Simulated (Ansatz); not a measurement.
**Tin, bcc: r²SCAN0 at the r²SCAN geometry**

Aim: see what exact exchange does to the levels, and what it costs. Spin polarisation is left out. The cell comes from an earlier r²SCAN relaxation. Exact exchange is dear, so the k-mesh is coarse, and r²SCAN is run on the same mesh for comparison.

Program: Ansatz 0.2.0. Level of theory: DFT, plane waves (500 eV) with PBE-made PAW files, scalar-relativistic; functionals as named at each step. These are calculated values, not measurements.

**1. The starting structure**

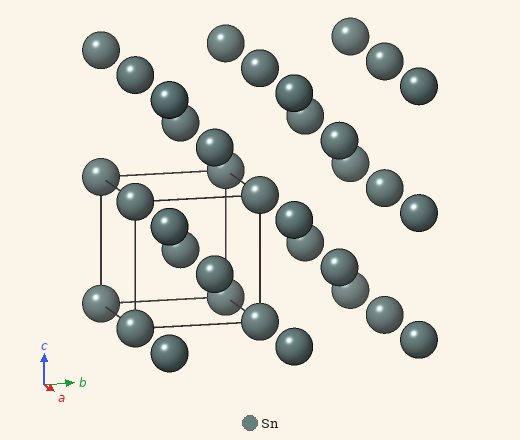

The structure, seen slightly off an axis (tin teal). 2×2×2 conventional cells are drawn; the run uses a primitive one. Any atoms on the faces are drawn again on the opposite ones.

Coordinates:

```xyz
1
Lattice="-1.8862 1.8862 1.8862 1.8862 -1.8862 1.8862 1.8862 1.8862 -1.8862" Properties=species:S:1:pos:R:3 pbc="T T T"
Sn    0.0000    0.0000    0.0000
```

**2. r²SCAN on the coarse mesh**

The run with r²SCAN.

The input, input.yaml:

```yaml
crystal:
  lattice:
    - [-1.8862394649, 1.8862394649, 1.8862394649]
    - [1.8862394649, -1.8862394649, 1.8862394649]
    - [1.8862394649, 1.8862394649, -1.8862394649]
  atoms:
    - { symbol: Sn, position: [0.0, 0.0, 0.0] }
hamiltonian:
  xc: r2scan
  pseudopotentials:
    kind: paw
    azcp:
      Sn: "pseudopotentials/Sn.paw.azcp"
basis:
  ecutwfc: 500
  fft_grid_basis: typed
kpoints:
  mp_grid: { grid: [6, 6, 6], shift: [0, 0, 0] }
magnetization:
  spin_polarized: false
scf:
  occupations: { method: fermi_dirac, width: 0.1 }
```

Launch:

```bash
> ansatz run input.yaml --threads 4 --pin off --max-ram 8192MiB --backend cpu --events-out ev --progress --plain --runs-dir out
```

What it wrote, shortened:

```text
Warning: RAYON_NUM_THREADS=4 ignored (pool sized by the plan → 4); use --threads N
[...]
Pseudopotentials: kind: paw
Pseudopotential: Sn, paw, valence charge 14, recommended cutoff 500 eV (meta_gga), <dir>
Functional definition: r2SCAN
[...]
Crystal: 1 atoms, lattice volume = 26.844 Å³
Basis set: ecut = 500 eV, 675 PW (Γ), exchange–correlation on 96×96×96 points (64 copies of the dense FFT grid, shifted against one another)
Bands: 11, of which v1, the nominal top of the filled ones, is band 7 counted from 1 (6 counted from 0)
Symmetry: 48 space group operations
Space group: Im-3m (ITA 229), of the structure as read, at distance tolerance 3.0e-5 Å
k-points: 16 of 216
[...]
SCF iter   1: F=—  HF=-6038.418763 eV  |F-HF|=—  |Δ(HF+E_count)|=         —  Δρ=4.71e-3  dr2=2.52e-3  dr2_τ=2.64e-4  ethr=1.77e-3  ⟨swp⟩=5.0  Hψ=1029  notcnv=0
[...]
SCF iter   6: F=-6038.426554 eV  HF=-6038.426554 eV  |F-HF|=1.26e-8  |Δ(HF+E_count)|=   1.96e-7  Δρ=3.45e-6  dr2=2.78e-9  dr2_τ=6.61e-11  ethr=2.67e-10  ⟨swp⟩=1.0  Hψ=543  notcnv=0
[...]
SCF converged after 6 iterations
Free energy (F): -6038.426554 eV
[...]
E sigma→0 (E₀):  -6038.422266 eV
Entropy (-TS):   -0.008576 eV (-8.576 meV/atom)
Fermi energy:    11.006019 eV
[...]
```

Wall time 0.41 s (4 threads of Arm Neoverse V2, shared host); peak memory 0.29 GiB.

**3. r²SCAN0, coarse mesh**

The run with r²SCAN0.

Edit input.yaml of step 2 so:

```diff
@@ -8,3 +8,3 @@
 hamiltonian:
-  xc: r2scan
+  xc: r2scan0
   pseudopotentials:
@@ -22 +22,6 @@
   occupations: { method: fermi_dirac, width: 0.1 }
+output:
+  write_density: true
+  write_potential: true
+  elf: true
+  volumetric_format: npy
```

Launch:

```bash
> ansatz run input.yaml --threads 4 --pin off --max-ram 8192MiB --backend cpu --events-out ev --progress --plain --runs-dir out
```

What it wrote, shortened:

```text
Warning: RAYON_NUM_THREADS=4 ignored (pool sized by the plan → 4); use --threads N
[...]
[... 2 set-up lines as earlier in the session ...]
Functional definition: r2SCAN0
[...]
Crystal: 1 atoms, lattice volume = 26.844 Å³
Basis set: ecut = 500 eV, 675 PW (Γ), exchange–correlation on 96×96×96 points (64 copies of the dense FFT grid, shifted against one another)
Bands: 11, of which v1, the nominal top of the filled ones, is band 7 counted from 1 (6 counted from 0)
[... 2 set-up lines as earlier in the session ...]
k-points: 16 of 216
[...]
SCF iter   1: F=—  HF=-6038.418337 eV  |F-HF|=—  |Δ(HF+E_count)|=         —  Δρ=4.55e-3  dr2=2.34e-3  dr2_τ=2.81e-4  ethr=1.77e-3  ⟨swp⟩=11.3  Hψ=885  notcnv=0
[...]
Frozen-core exchange: fock
[...]
hybrid outer 2: dexx = +2.756e-7 eV, tail = 1.94e-7 eV, Δε = 1.41e-3 eV (about 2.17e-4 eV left of the loop's levels)
hybrid SCF converged: 2 outer / 6 inner (+7 warm-up), last move |dexx| = 2.76e-7 eV, tail = 1.94e-7 eV
Stability not checked: this state was not tested for a lower state beside it, because the functional holds exact exchange (a hybrid, or Hartree-Fock), whose exchange loop this test does not read (fock_operator; see scf.lower_state_search)
Free energy (F): -6038.241043 eV
Frozen-core exchange: fock
[...]
E sigma→0 (E₀):  -6038.237876 eV
Entropy (-TS):   -0.006334 eV (-6.334 meV/atom)
Fermi energy:    11.102166 eV
[...]
--- Band table (eV; the first three rows and the last of 16) ---
  k-point 0: bands = ["-13.9026", "-13.9026", "-13.9026", "-13.7427", "-13.7427", "-2.5067", "20.6524", "20.6524", "20.6524", "24.7726"]
[...]
  guard bands above this table: 1 of the run's 11 bands, where the rule asks 2: the bands that hold charge and the lowest empty level above them stay in the table. The solve was not asked for them (output.publish_guard_bands: true or output.eigenvalues: true publishes all)
```

It took 3.6 s on 4 threads of Arm Neoverse V2, shared host; peak memory 0.94 GiB.

The maps below are laid out on this run's own conventional cell (a, b, c = 3.772, 3.772, 3.772 Å).

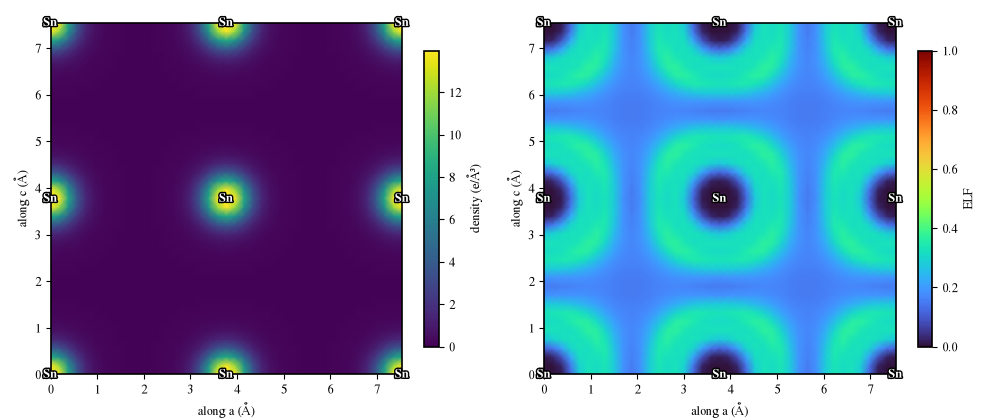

Density (left) and ELF (right) in a lattice plane of the grid's cell (edges 3.77 and 3.77 Å, at 0.000 of the third edge), which holds Sn. Only atoms in the plane are labelled; the density scale stops at 13.97 e/Å³. Both are smooth fields of the valence electrons: close to the nuclei they are not physical.

**4. Side by side**

| functional | gap on the mesh | Fermi energy (eV) | SCF cycles | exchange loops | CPU time |
| --- | --- | --- | --- | --- | --- |
| r²SCAN | none (levels filled in part) | 11.006 | 6 | - | 1 s |
| r²SCAN0 | none (levels filled in part) | 11.102 | 13 | 2 | 11 s |

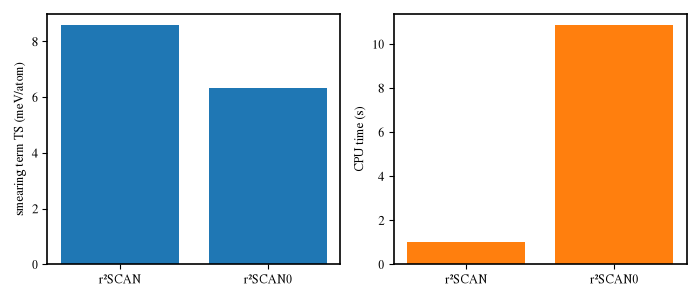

Smearing term and CPU time by functional.

**5. Results**

| quantity | value |
| --- | --- |
| r²SCAN: gap | none (levels filled in part) |
| r²SCAN0: gap | none (levels filled in part) |
| r²SCAN0: SCF cycles, exchange loops | 13, 2 |
| r²SCAN0: CPU time over that of r²SCAN | 11 |
| r²SCAN0: relative to alpha-Sn (diamond) | +336 meV/atom |

Neither r²SCAN nor r²SCAN0 shows a clean gap on this mesh. r²SCAN0 cost 11 times the CPU time of r²SCAN. The exchange operator of r²SCAN0 was renewed in 2 outer loops. The dense-mesh value adds +27.8 meV/atom, the change that r²SCAN shows between the coarse mesh and its own dense run (not shown). Under r²SCAN0 it lies 336 meV/atom above alpha-Sn (diamond) (computed apart in the same way); on such meshes a few tens of meV are uncertain for metals. Absolute energies differ from functional to functional, by eV per atom at times, and say nothing by themselves.
